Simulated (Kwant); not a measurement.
System: wire with an abrupt hard-wall neck in a GaAs two-dimensional gas. Effective mass 0.067 mₑ, grid spacing 3.3 nm, hard walls, nominal width 96 nm (29 grid rows, so walls 99 nm apart), one parabolic valley, scattering region 240 nm long along x; energies count from the band bottom; Fermi energy swept from 0.00043847 to 0.011297 eV. Central neck 53 nm wide and 67 nm long.

Constants are typed, rounded textbook-type inputs, not results; the design itself was drawn at random and stands for no fabricated device.

Computed with Kwant: effective-mass tight-binding model on a square grid, one spin, coherent transport at 0 K. Conductance is in e²/h.

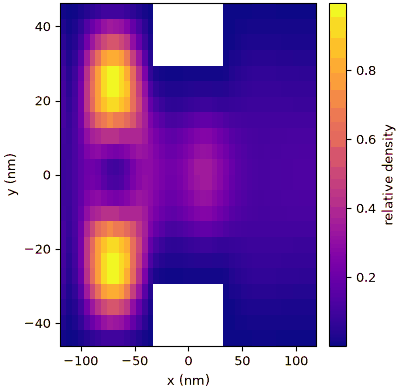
*Density of the scattering states that come in from the left lead, at energy = 0.0031138 eV, in bins, relative to the largest site value*

The conductance there is 0.94 e²/h with 2 open channel(s) in the leads.
